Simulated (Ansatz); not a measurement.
C$_{2}$H$_{3}$Ge: several calculations on one system

## 1. Relaxation

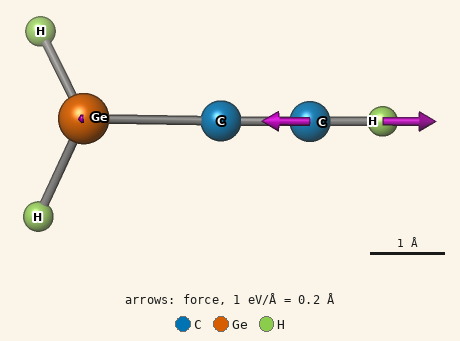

Starting geometry of C2H3Ge (multiplicity 2) with the computed forces as purple arrows. A ball-and-stick model, seen face on.

The run prepares an end point of a later path (inversion) calculation, from a guessed geometry.

Method: UKS B3LYP/def2-SVP in Ansatz. (collinear spin; force threshold 0.015 eV/Å; at most 40 steps)

### What follows when this structure is relaxed?

It isn't relaxed: the largest force vector, on an H atom, is 3.73 eV/Å. The final displacements follow the starting forces only in part (cosine between the two patterns 0.46). The energy falls by 3.27 kcal/mol in 4 accepted moves (5 points after the start). The largest force component goes from 3.3 to 0.01 eV/Å. The line search rejected the trial step at point 4 of the run. The largest move after the best rigid fit is that of an H atom, 0.093 Å. By element the largest moves are H 0.093 Å, C 0.065 Å, Ge 0.022 Å. Near-neighbour distances that change, for instance: C–H 1.000 → 1.075 Å, C–Ge 1.882 → 1.897 Å, C–C 1.217 → 1.221 Å. Among the angles between lasting bonds that change: C–C–Ge 177.7° → 174.2°, C–C–H 176.1° → 179.0°.

## 2. Relaxation

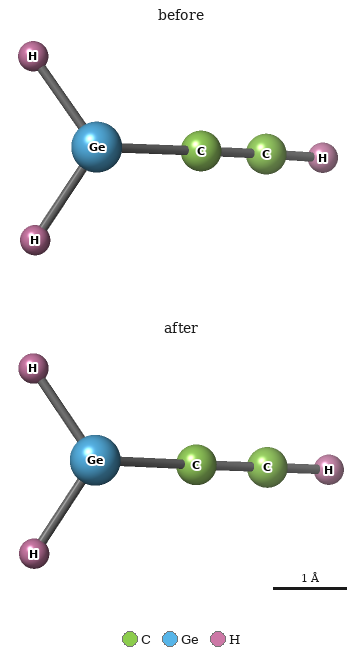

The structure of C₂H₃Ge (multiplicity 2) before (top) and after (bottom) a relaxation, at one scale.

The picture is a ball-and-stick view, seen at a tilt.

The run prepares an end point of a later path (inversion) calculation, from a guessed geometry.

All numbers below come from UKS B3LYP/def2-SVP (Ansatz 0.2.0). Set-up: collinear spin; force threshold 0.015 eV/Å; at most 40 steps.

Q: What changed between the two?

A: The energy falls by 0.152 eV in 6 geometry steps. Largest force component: 3.3 eV/Å at the start, 0.0057 eV/Å at the end. The largest move after the best rigid fit is that of a C atom, 0.095 Å. By element the largest moves are C 0.095 Å, H 0.085 Å, Ge 0.021 Å. Among the contacts that change: C–H 1.000 → 1.075 Å, C–Ge 1.882 → 1.897 Å, C–C 1.217 → 1.221 Å. Bond angles that change, for instance: C–C–Ge 177.7° → 174.2°, C–C–H 176.1° → 178.9°.

## 3. Path

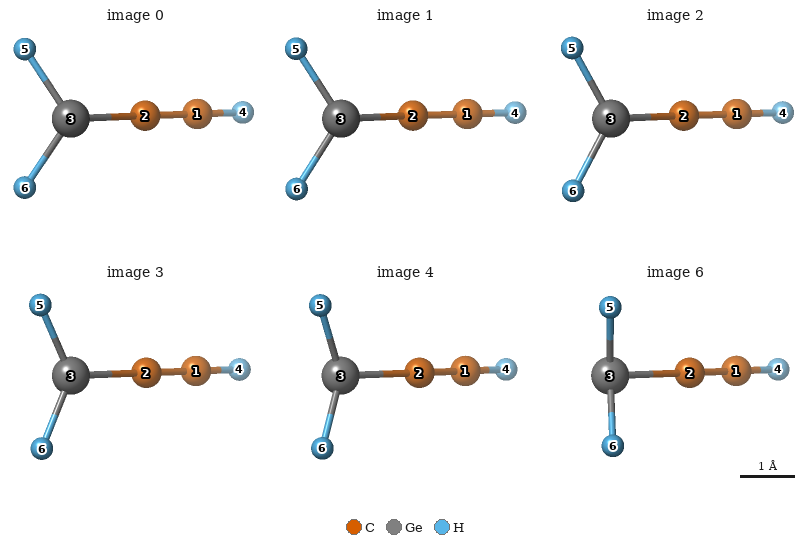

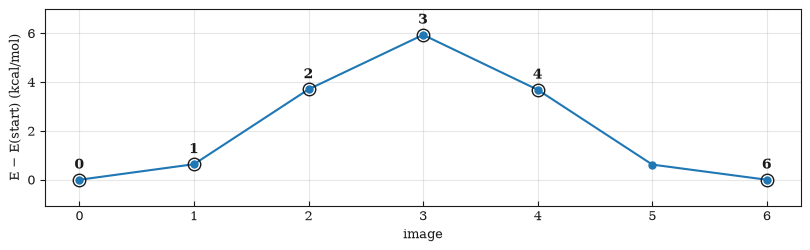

A nudged-elastic-band calculation for C₂H₃Ge (multiplicity 2). Images are numbered from 0 (start) to 6 (end). A ball-and-stick model, seen at a tilt.

Theory: UKS B3LYP/def2-SVP (Ansatz).

Input
```yaml
crystal:
  periodic: [false, false, false]
  atoms:
    - { symbol: C, position_ang: [-0.616816, -1.671732, -0.138111] }
    - { symbol: C, position_ang: [-0.117517, -0.562524, -0.028284] }
    - { symbol: Ge, position_ang: [0.821679, 1.07095, 0.18769] }
    - { symbol: H, position_ang: [-1.072842, -2.640343, -0.239331] }
    - { symbol: H, position_ang: [0.848517, 1.840957, -1.152538] }
    - { symbol: H, position_ang: [0.179179, 1.898692, 1.324273] }
magnetization:
  spin_polarized: true
  initial_magnetization: 1
basis:
  gaussian: { orbitals: def2-SVP }
hamiltonian:
  xc: b3lyp
neb:
  order_check: false
  images: 5
  f_tol: 0.03
  max_iterations: 60
  final_atoms:
    - { symbol: C, position_ang: [-0.61418778, -1.67291264, -0.13757288] }
    - { symbol: C, position_ang: [-0.26072608, -0.50600479, -0.06862883] }
    - { symbol: Ge, position_ang: [0.1078983, 1.353564, -0.01188839] }
    - { symbol: H, position_ang: [-0.90614517, -2.70623577, -0.19222915] }
    - { symbol: H, position_ang: [1.19238631, 1.70524894, -1.05626577] }
    - { symbol: H, position_ang: [0.52297441, 1.76234027, 1.42028403] }
  initial_path:
    images:
      - { positions_ang: [[-0.616816, -1.671732, -0.138111], [-0.117517, -0.562524, -0.028284], [0.821679, 1.07095, 0.18769], [-1.072842, -2.640343, -0.239331], [0.848517, 1.840957, -1.152538], [0.179179, 1.898692, 1.324273]] }
      - { positions_ang: [[-0.61088921, -1.67771918, -0.13446991], [-0.14817426, -0.55489152, -0.03425521], [0.70196515, 1.11847375, 0.15497699], [-1.03950656, -2.63064799, -0.23548214], [0.91480189, 1.80711851, -1.18312312], [0.22400299, 1.87366642, 1.38605239]] }
      - { positions_ang: [[-0.60496243, -1.68370636, -0.13082882], [-0.17883151, -0.54725903, -0.04022642], [0.5822513, 1.1659975, 0.12226399], [-1.00617113, -2.62095297, -0.23163329], [0.98108678, 1.77328002, -1.21370824], [0.26882699, 1.84864085, 1.44783179]] }
      - { positions_ang: [[-0.59903564, -1.68969354, -0.12718774], [-0.20948877, -0.53962655, -0.04619763], [0.46253745, 1.21352124, 0.08955098], [-0.97283569, -2.61125796, -0.22778443], [1.04737167, 1.73944154, -1.24429336], [0.31365098, 1.82361527, 1.50961118]] }
      - { positions_ang: [[-0.60408635, -1.68409991, -0.13064945], [-0.22656787, -0.52841929, -0.0536747], [0.3443244, 1.26020216, 0.05573786], [-0.95060552, -2.64291723, -0.21593267], [1.09570989, 1.728044, -1.1816175], [0.38342546, 1.80319027, 1.47983547]] }
      - { positions_ang: [[-0.60913706, -1.67850628, -0.13411117], [-0.24364697, -0.51721204, -0.06115176], [0.22611135, 1.30688308, 0.02192473], [-0.92837534, -2.6745765, -0.20408091], [1.1440481, 1.71664647, -1.11894163], [0.45319994, 1.78276527, 1.45005975]] }
      - { positions_ang: [[-0.61418778, -1.67291264, -0.13757288], [-0.26072608, -0.50600479, -0.06862883], [0.1078983, 1.353564, -0.01188839], [-0.90614517, -2.70623577, -0.19222915], [1.19238631, 1.70524894, -1.05626577], [0.52297441, 1.76234027, 1.42028403]] }
```

Command:
```bash
ansatz run input.yaml --threads 2 --pin off --max-ram 3072MiB --backend cpu --events-out ev --progress --plain --runs-dir out
```

> What happens along the path, and what is the barrier?

The motion is an umbrella inversion at Ge3. No bond forms or breaks between the ends. Bond angles that change up to the highest image, for instance: H5–Ge3–H6 112.2° → 122.2°, C2–Ge3–H5 109.8° → 118.9°. The barrier is about 5.94 kcal/mol in both directions, with image 3 at the top; the ends have the same energy. The band converged in 6 iterations, with a climbing image at the top. At the top, the vibrational analysis gives one imaginary mode (593i cm⁻¹), as a transition state must have.
